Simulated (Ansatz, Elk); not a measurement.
# GaCu2SnSe4: X-ray structure factors from the self-consistent density

Structure refinements treat a crystal as free atoms side by side. For a made-up structure of GaCu2SnSe4 (cell and positions from a PBEsol relaxation) the runs below show what the calculated density changes in F(hkl).

Method: DFT, PBE, all-electron APW+lo, Dirac cores, scalar-relativistic bands, static density, no spin, in Elk 11.2.3 (patched build).

The structure was built from a prototype and need not be the compound's stable phase.

## (1) The starting structure

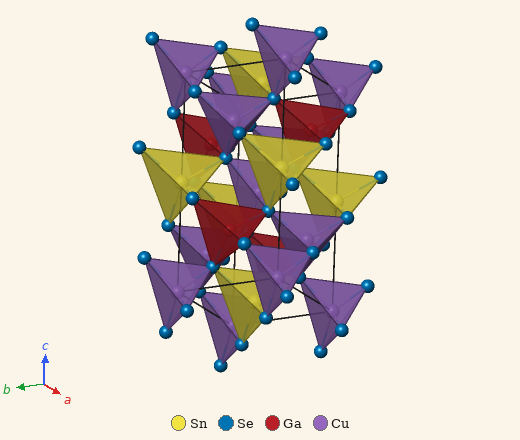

The starting structure, seen from a free direction (tin yellow, selenium blue, gallium red, copper purple). This picture shows the conventional cell, with its axes. Some periodic images of atoms are drawn too.

## (2) Ground state and structure factors

An all-electron density is needed, since X-rays see the cores too. Task 0 finds the density and task 195 Fourier-transforms it; tshift is off so that phases refer to the origin typed.

elk.in

```
tasks
  0
  195

xctype
  20

spinpol
  .false.

rgkmax
  7.0

gmaxvr
  14.0

lmaxo
  7

lmaxapw
  8

swidth
  0.002

tshift
  .false.

ramdisk
  .false.

hmaxvr
  5.5

maxscl
  120

epspot
  1e-06

sppath
  './'

avec
  -5.39180513360 5.39180513360 10.93055029789
  5.39180513360 -5.39180513360 10.93055029789
  5.39180513360 5.39180513360 -10.93055029789

atoms
  4
  'Sn.in'
  1
  0.5000000000 0.5000000000 -0.0000000000   0.000000 0.000000 0.000000
  'Se.in'
  4
  0.3534974539 0.9097529360 0.9937205971   0.000000 0.000000 0.000000
  0.9160323389 0.3597768568 0.0062794029   0.000000 0.000000 0.000000
  0.0902470640 0.0839676611 0.4437445179   0.000000 0.000000 0.000000
  0.6402231432 0.6465025461 0.5562554821   0.000000 0.000000 0.000000
  'Ga.in'
  1
  0.7500000000 0.2500000000 0.5000000000   0.000000 0.000000 0.000000
  'Cu.in'
  2
  0.0000000000 -0.0000000000 -0.0000000000   0.000000 0.000000 0.000000
  0.2500000000 0.7500000000 0.5000000000   0.000000 0.000000 0.000000

ngridk
  6 6 6
```

On the command line:

```
$ OMP_NUM_THREADS=4 elk
```

Numbers of over 12 decimals in the logs are rounded to 6 here.

The program printed:

```text
┌─────────────────────────┐
│ Elk code version 11.2.3 │
└─────────────────────────┘

All units are atomic (Hartree, Bohr, etc.)

┌─────────────────────────────────────────────────┐
│ Ground-state run starting from atomic densities │
└─────────────────────────────────────────────────┘

Lattice vectors :
  -5.391805134       5.391805134       10.93055030
   5.391805134      -5.391805134       10.93055030
   5.391805134       5.391805134      -10.93055030

Reciprocal lattice vectors :
 -0.1640985328E-16  0.5826606444      0.2874139515
  0.5826606444     -0.1640985328E-16  0.2874139515
  0.5826606444      0.5826606444      0.6843373059E-17

Unit cell volume      :    1271.072709
Brillouin zone volume :   0.1951502945

Muffin-tin inner radius fraction :   0.1000000000E-01

Nuclei treated as point charges

Species : 1 (Sn)
 parameters loaded from : Sn.in
 name : tin
 nuclear charge    :   -50.00000000
 electronic charge :    50.00000000
 atomic mass :    216395.0922
 muffin-tin radius :    2.600000000
 number of radial points in muffin-tin :   1193
 inner part over the whole radius :   0.9914297220E-02
 number on inner part of muffin-tin    :    850
 approximate nuclear radius :   0.8828114845E-04
 number of mesh points to nuclear radius :    428
 atomic positions (lattice), magnetic fields (Cartesian) :
  1 :   0.50000000  0.50000000  0.00000000    0.00000000  0.00000000  0.00000000

Species : 2 (Se)
 parameters loaded from : Se.in
 name : selenium
 nuclear charge    :   -34.00000000
 electronic charge :    34.00000000
 atomic mass :    143935.2749
 muffin-tin radius :    2.199754957
 number of radial points in muffin-tin :    993
 inner part over the whole radius :   0.9915209433E-02
 number on inner part of muffin-tin    :    701
 approximate nuclear radius :   0.7785908700E-04
 number of mesh points to nuclear radius :    344
 atomic positions (lattice), magnetic fields (Cartesian) :
  1 :   0.35349745  0.90975294  0.99372060    0.00000000  0.00000000  0.00000000
  2 :   0.91603234  0.35977686  0.00627940    0.00000000  0.00000000  0.00000000
  3 :   0.09024706  0.08396766  0.44374452    0.00000000  0.00000000  0.00000000
  4 :   0.64022314  0.64650255  0.55625548    0.00000000  0.00000000  0.00000000

Species : 3 (Ga)
 parameters loaded from : Ga.in
 name : gallium
 nuclear charge    :   -31.00000000
 electronic charge :    31.00000000
 atomic mass :    127097.2539
 muffin-tin radius :    2.379864973
 number of radial points in muffin-tin :    993
 inner part over the whole radius :   0.9977510532E-02
 number on inner part of muffin-tin    :    702
 approximate nuclear radius :   0.7562051033E-04
 number of mesh points to nuclear radius :    339
 atomic positions (lattice), magnetic fields (Cartesian) :
  1 :   0.75000000  0.25000000  0.50000000    0.00000000  0.00000000  0.00000000

Species : 4 (Cu)
 parameters loaded from : Cu.in
 name : copper
 nuclear charge    :   -29.00000000
 electronic charge :    29.00000000
 atomic mass :    115837.2717
 muffin-tin radius :    2.218366150
 number of radial points in muffin-tin :    993
 inner part over the whole radius :   0.9966928607E-02
 number on inner part of muffin-tin    :    700
 approximate nuclear radius :   0.7406004541E-04
 number of mesh points to nuclear radius :    338
 atomic positions (lattice), magnetic fields (Cartesian) :
  1 :   0.00000000  0.00000000  0.00000000    0.00000000  0.00000000  0.00000000
  2 :   0.25000000  0.75000000  0.50000000    0.00000000  0.00000000  0.00000000

Total number of atoms per unit cell :    8
Total muffin-tin volume :    399.8894123
 ratio of muffin-tin to unit cell volume :   0.3146078187

Spin treatment :
 spin-unpolarised

Number of Bravais lattice symmetries :   16
Number of crystal symmetries         :    4
Crystal has no inversion symmetry
Complex Hermitian eigensolver will be used

k-point grid :      6     6     6
k-point offset :    0.000000000       0.000000000       0.000000000
[...]
(states/Hartree/unit cell)

Estimated indirect band gap :   0.1618764542E-02
 from k-point 42 to k-point 11
Estimated direct band gap   :   0.7275205786E-02
 at k-point 11

Charges :
 core                        :    144.0000000
 valence                     :    131.0000000
 interstitial                :    14.48467154
 muffin-tins (core leakage)
  species : 1 (Sn)
[...]
species : 2 (Se)
[...]
species : 3 (Ga)
[...]
species : 4 (Cu)
[...]
total in muffin-tins        :    260.5153285
 total calculated charge     :    274.9969893
 total charge                :    275.0000000
 error                       :   0.3010677172E-02

RMS change in Kohn-Sham potential (target) :   0.2786979043     (  0.1000000000E-05)
Absolute change in total energy (target)   :   0.8595737445     (  0.1000000000E-03)

[... loops 3 to 17 left out ...]

┌──────────────────┐
│ Loop number : 18 │
└──────────────────┘

Energies :
 Fermi                       :     0.190164
 sum of occupied eigenvalues :     -12380.247425574
 electron kinetic            :      21807.992881586
 core electron kinetic       :      20233.573101310
 Coulomb                     :     -42233.659623184
 Coulomb potential           :     -33239.736845958
 nuclear-nuclear             :     -2407.4841240223
 electron-nuclear            :     -46460.488737040
 Hartree                     :      6634.3132378778
 Madelung                    :     -25613.791200205
 xc potential                :     -948.50346120178
 exchange                    :     -714.93179445785
 correlation                 :     -13.667560390526
 electron entropic           :    -0.11448608243848E-02
 total energy                :     -21154.267241307

Density of states at Fermi energy :    91.71749786
 (states/Hartree/unit cell)

Estimated indirect band gap :   0.1844068106E-03
 from k-point 49 to k-point 37
Estimated direct band gap   :   0.2189633873E-01
 at k-point 11

Charges :
 core                        :    144.0000000
 valence                     :    131.0000000
 interstitial                :    13.87527663
 muffin-tins (core leakage)
  species : 1 (Sn)
[...]
species : 2 (Se)
[...]
species : 3 (Ga)
[...]
species : 4 (Cu)
[...]
total in muffin-tins        :    261.1247234
 total calculated charge     :    274.9970352
 total charge                :    275.0000000
 error                       :   0.2964751098E-02

RMS change in Kohn-Sham potential (target) :   0.1754206026E-06 (  0.1000000000E-05)
Absolute change in total energy (target)   :   0.1621868068E-04 (  0.1000000000E-03)

Convergence targets achieved

┌──────────────────┐
│ Loop number : 19 │
└──────────────────┘

Energies :
 Fermi                       :     0.190164
 sum of occupied eigenvalues :     -12380.247414590
 electron kinetic            :      21807.992895187
 core electron kinetic       :      20233.573109514
 Coulomb                     :     -42233.659626273
 Coulomb potential           :     -33239.736844580
 nuclear-nuclear             :     -2407.4841240223
 electron-nuclear            :     -46460.488743948
 Hartree                     :      6634.3132416967
 Madelung                    :     -25613.791203983
 xc potential                :     -948.50346519607
 exchange                    :     -714.93179462184
 correlation                 :     -13.667560406244
 electron entropic           :    -0.11448604017886E-02
 total energy                :     -21154.267230975

Density of states at Fermi energy :    91.71746169
 (states/Hartree/unit cell)

Estimated indirect band gap :   0.1844079654E-03
 from k-point 49 to k-point 37
Estimated direct band gap   :   0.2189634539E-01
 at k-point 11

Charges :
 core                        :    144.0000000
 valence                     :    131.0000000
 interstitial                :    13.87527621
 muffin-tins (core leakage)
  species : 1 (Sn)
[...]
species : 2 (Se)
[...]
species : 3 (Ga)
   atom 1                    :    29.63718727     (  0.8386719680E-03)
  species : 4 (Cu)
   atom 1                    :    27.87818944     (  0.4415460818E-03)
   atom 2                    :    27.83662153     (  0.4403414939E-03)
 total in muffin-tins        :    261.1247238
 total calculated charge     :    274.9970352
 total charge                :    275.0000000
 error                       :   0.2964751386E-02

┌──────────────────────────────┐
│ Self-consistent loop stopped │
└──────────────────────────────┘

Warning : core states of species 2 leak from the muffin-tin :   0.2163886367E-03

Warning : core states of species 3 leak from the muffin-tin :   0.8386719680E-03

Warning : core states of species 4 leak from the muffin-tin :   0.4415460818E-03

Wrote STATE.OUT
```

Run time: 4.5 min. Hardware: 4 threads of Intel Xeon Platinum 8488C (Sapphire Rapids), shared host; peak memory 0.42 GiB.

SFACRHO.OUT:

```text

h k l indices transformed by vhmat matrix:
   1.000000000       0.000000000       0.000000000    
   0.000000000       1.000000000       0.000000000    
   0.000000000       0.000000000       1.000000000    

      h      k      l  multipl.   |H|            Re(F)            Im(F)           |F|

      0      0      0      1   0.0000000       275.00000      0.24650560E-15   275.00000    
     -1     -1      1      2  0.57482790       2.1988728      0.70827191E-15   2.1988728    
     -1      0      1      4  0.64969239      -4.5888656      0.20397409       4.5933967    
      1      0     -1      4  0.64969239      -4.5888656     -0.20397409       4.5933967    
      0      0     -1      4  0.82400659       20.888421     -0.11441024E-14   20.888421    
     -1     -1      2      4   1.0046960       119.95130      -112.55331       164.48879    
     -2      0      1      4   1.0046960       119.95130       112.55331       164.48879    
     -1     -2      1      4   1.0406510      -34.697098       2.7546236       34.806272    
     -1     -2      2      4   1.0406510      -34.697098      -2.7546236       34.806272    
      2      2     -2      2   1.1496558       6.9738944      0.41303418E-13   6.9738944    
     -1      1      1      4   1.1653213       10.584694      0.44770372E-13   10.584694    
      0      2      0      4   1.2993848       28.017106      -1.4317208       28.053663    
      0     -2      0      4   1.2993848       28.017106       1.4317208       28.053663    
     -2      1      0      4   1.3341941      -31.409492       24.178186       39.637620    
      0     -1     -1      4   1.3341941      -31.409492      -24.178186       39.637620    
      2     -1     -1      4   1.3341941      -26.201376      -30.688200       40.351923    
     -2      1      1      4   1.3341941      -26.201376       30.688200       40.351923    
     -2     -2      3      4   1.4144594       11.996075       24.861879       27.604689
```

Elk indexes on the primitive cell of elk.in and gives |H| = 4π sin θ/λ in inverse bohr. Below, one row stands for each form hkl of the conventional cell (m members, Friedel mates merged), F is for one primitive cell and the density is static (no thermal factor). Free-atom factors are Waasmaier and Kirfel's, and R is Σm||F|−|F'||/Σm|F|.

```csv
hkl,m,sin θ/λ (Å⁻¹),"abs F, DFT",neutral atoms,diff.,abs of complex diff.
002,2,0.086,2.199,2.280,-0.081,0.081
101,8,0.098,4.593,4.640,-0.047,0.052
110,4,0.124,20.888,20.852,+0.037,0.037
112,8,0.151,164.488,164.270,+0.219,0.607
103,8,0.157,34.806,34.626,+0.180,0.196
004,2,0.173,6.974,7.750,-0.776,0.776
200,4,0.175,10.585,11.410,-0.825,0.825
202,8,0.195,28.054,27.980,+0.074,0.086
211,8,0.201,39.638,39.632,+0.005,0.317
121,8,0.201,40.352,40.000,+0.352,0.391
114,8,0.213,27.605,27.606,-0.001,0.047
105,8,0.233,24.918,24.591,+0.327,0.375
123,8,0.235,19.925,20.147,-0.221,0.408
213,8,0.235,20.100,19.991,+0.109,0.367
204,8,0.246,195.204,196.128,-0.924,0.924
220,4,0.248,191.653,192.552,-0.899,0.899
006,2,0.259,49.586,49.589,-0.003,0.003
222,8,0.263,12.066,12.035,+0.031,0.179
```

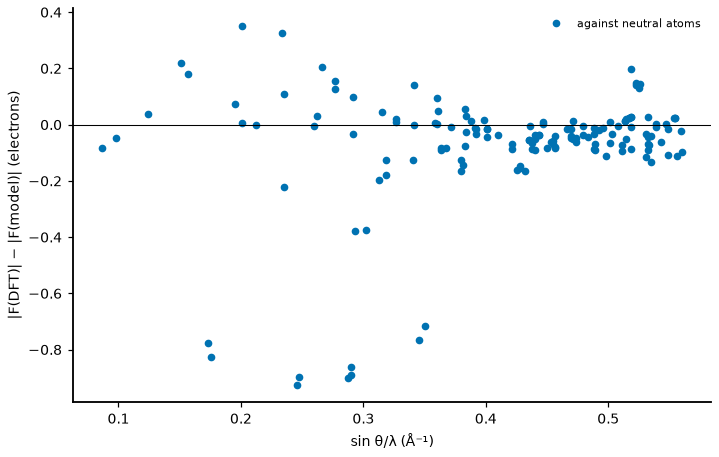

Difference between the calculated structure factors and the independent-atom ones.

## (3) The highest occupied states alone

An energy window below the Fermi level keeps the highest occupied states, to see at which angles they scatter; shallow core shells can lie inside it and anion s states outside. No new self-consistency is needed.

elk.in: that of step 2 with these lines changed.

```diff
@@ -1,3 +1,2 @@
 tasks
-  0
   195
@@ -40,2 +39,5 @@
 
+wsfac
+  -0.250830 0.490160
+
 sppath
```

On the command line:

```
$ OMP_NUM_THREADS=4 elk
```

The program printed:

```text
┌─────────────────────────────────┐
│ Elk code version 11.2.3 started │
└─────────────────────────────────┘

Info(readinput): the functional depends on the density's gradient
 muffin-tin radial points multiplied by    2.00000
 (not where nrmtscf is given)

┌────────────────────┐
│ Current task : 195 │
└────────────────────┘
Info(checkmt): changed muffin-tin radius of species 2 (Se) from   2.4000 to   2.1998
Info(checkmt): changed muffin-tin radius of species 3 (Ga) from   2.4000 to   2.3799
Info(checkmt): changed muffin-tin radius of species 4 (Cu) from   2.4000 to   2.2184

Info(sfacrho): density structure factors written to SFACRHO.OUT

 Energy window :  -0.2508300000      0.4901600000

┌──────────────────┐
│ Elk code stopped │
└──────────────────┘
```

Wall time 23 s (4 threads); peak memory 0.29 GiB; 31 s of CPU time.

States within 12 eV below the Fermi level hold 45.00 electrons; any levels below the window count with the cores. Their amplitudes can exceed the total, where window and core parts have opposite phase:

```csv
hkl,sin θ/λ (Å⁻¹),"abs F, window","abs F, all"
002,0.086,1.015,2.199
101,0.098,12.037,4.593
110,0.124,0.558,20.888
112,0.151,18.779,164.488
103,0.157,9.545,34.806
004,0.173,11.210,6.974
200,0.175,11.336,10.585
202,0.195,0.314,28.054
211,0.201,9.405,39.638
121,0.201,8.436,40.352
```

## (4) Another functional

The difference from free atoms is small, so it is set against the change that LDA (Perdew-Wang) makes.

elk.in: that of step 3 with these lines changed.

```diff
@@ -1,2 +1,3 @@
 tasks
+  0
   195
@@ -4,3 +5,3 @@
 xctype
-  20
+  3
 
@@ -39,5 +40,2 @@
 
-wsfac
-  -0.250830 0.490160
-
 sppath
```

On the command line:

```
$ OMP_NUM_THREADS=4 elk
```

The program printed:

```text
┌─────────────────────────┐
│ Elk code version 11.2.3 │
└─────────────────────────┘

All units are atomic (Hartree, Bohr, etc.)

┌─────────────────────────────────────────────────┐
│ Ground-state run starting from atomic densities │
└─────────────────────────────────────────────────┘

Lattice vectors :
  -5.391805134       5.391805134       10.93055030
   5.391805134      -5.391805134       10.93055030
   5.391805134       5.391805134      -10.93055030

Reciprocal lattice vectors :
 -0.1640985328E-16  0.5826606444      0.2874139515
[...]
atom 2                    :    27.84820901     (  0.4582876458E-03)
 total in muffin-tins        :    261.1769066
 total calculated charge     :    274.9969723
 total charge                :    275.0000000
 error                       :   0.3027730818E-02

┌──────────────────────────────┐
│ Self-consistent loop stopped │
└──────────────────────────────┘

Warning : core states of species 2 leak from the muffin-tin :   0.2157008274E-03

Warning : core states of species 3 leak from the muffin-tin :   0.8593515205E-03

Warning : core states of species 4 leak from the muffin-tin :   0.4593845289E-03

Wrote STATE.OUT
[key lines of the parts left out:]
total energy                :     -21128.451528183
```

Elapsed: 3 min, on 4 threads; peak memory 0.34 GiB.

Against the first run R = 0.05 %; the largest change is -0.087 at 228.

## (5) Basis size

The basis and the expansions that go with it are enlarged, to see whether the differences are converged.

elk.in: that of step 4 with these lines changed.

```diff
@@ -5,3 +5,3 @@
 xctype
-  3
+  20
 
@@ -11,12 +11,12 @@
 rgkmax
-  7.0
+  8.5
 
 gmaxvr
-  14.0
+  18.0
 
 lmaxo
-  7
+  9
 
 lmaxapw
-  8
+  10
```

On the command line:

```
$ OMP_NUM_THREADS=4 elk
```

The program printed:

```text
┌─────────────────────────┐
│ Elk code version 11.2.3 │
└─────────────────────────┘

All units are atomic (Hartree, Bohr, etc.)

┌─────────────────────────────────────────────────┐
│ Ground-state run starting from atomic densities │
└─────────────────────────────────────────────────┘

Lattice vectors :
  -5.391805134       5.391805134       10.93055030
   5.391805134      -5.391805134       10.93055030
   5.391805134       5.391805134      -10.93055030

Reciprocal lattice vectors :
 -0.1640985328E-16  0.5826606444      0.2874139515
[...]
species : 3 (Ga)
[...]
species : 4 (Cu)
   atom 1                    :    27.89173017     (  0.4420039458E-03)
   atom 2                    :    27.85027689     (  0.4409179170E-03)
 total in muffin-tins        :    261.1774467
 total calculated charge     :    274.9971808
 total charge                :    275.0000000
 error                       :   0.2819215333E-02

RMS change in Kohn-Sham potential (target) :   0.3613918546E-05 (  0.1000000000E-05)
Absolute change in total energy (target)   :   0.3596316397E-02 (  0.1000000000E-03)

┌──────────────────┐
│ Loop number : 16 │
└──────────────────┘
[key lines of the parts left out:]
total energy                :     -21154.314942445
```

It took 11 min on 4 threads; peak memory 1 GiB.

The run was cut off at its time limit.

## (6) Settings against the effect

```csv
run,R against the first run (%),"R against neutral atoms, low angle (%)",wall time
"PBE, rgkmax 7",0.00,0.56,4.5 min
LDA (Perdew-Wang),0.05,0.57,3 min
```

## (7) Summary of results

```yaml
r_against_neutral_atoms_sin_theta_lambda_0p3_a_minus1: 0.56 %
r_against_neutral_atoms_0p3_to_0p56_a_minus1: 0.15 %
```

Independent neutral atoms miss the calculated amplitudes by R = 0.56 % below 0.3 Å⁻¹ and 0.15 % from there to 0.56 Å⁻¹; by shells, 0.55 % below 0.15 Å⁻¹ (3 forms), 0.57 % 0.15 to 0.3 (24 forms), 0.19 % 0.3 to 0.45 (55 forms), 0.12 % above 0.45 (67 forms). Bonding, aspherical density and the tables' own atoms all enter these figures, and the runs don't part them. The largest change of an amplitude is -0.92 electrons, at 204. R counts amplitudes alone; phases shift too. The window's part falls from 45.0 electrons at the origin to at most 5.15 between 0.45 and 0.56 Å⁻¹, where compact states inside the window still scatter. Below 0.3 Å⁻¹ the changes that finished (LDA (Perdew-Wang)) move F by R = 0.01 % at most, against the 0.56 % that separates it from free atoms. The basis has no finished test. The k-mesh has no finished test. These runs have no spin, though d or f shells may be open. The electron count is odd, so without spin the run is a metal by force. Part of the difference isn't bonding: the tables are fits to free atoms and ions calculated by other methods than this functional. Thermal motion, anomalous dispersion and extinction are left out.

[Logs are printed without paths, hosts, clocks, repeated set-up lines and the standing remarks that a program may print on its own settings, such as how far it seeks lower states.]

[Hosts, paths, dates, database ids (printed as entryN), source tags and the programs' standing remarks are cut or masked in the printed files.]
